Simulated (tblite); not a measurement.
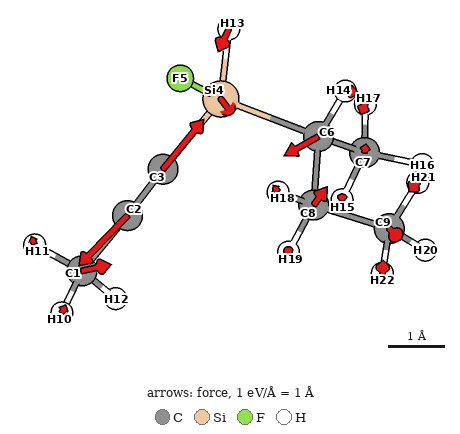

Starting geometry of C7H13FSi with the computed forces as red arrows. The picture is a ball-and-stick view, seen at a tilt.

Computed with GFN2-xTB geometry optimisation, gas phase (tblite). 

Question: Is this structure relaxed? If not, where do the atoms go?

Answer: It isn't relaxed: the largest force vector, on C2, is 1.46 eV/Å. The final displacements have little in common with the starting forces (cosine between the two patterns 0.16). The energy falls by 0.085 eV in 66 geometry steps. H16 moves most after the best rigid fit: 0.14 Å. By element the largest moves are H 0.14 Å, C 0.10 Å, Si 0.04 Å, F 0.03 Å. Among the contacts that change: Si4–H13 1.493 → 1.457 Å, C3–Si4 1.873 → 1.841 Å, C1–C2 1.468 → 1.444 Å, Si4–C6 1.929 → 1.907 Å. Bond angles that change, for instance: C6–Si4–H13 109.1° → 114.0°, F5–Si4–H13 107.8° → 104.2°, Si4–C6–H14 104.7° → 108.2°.
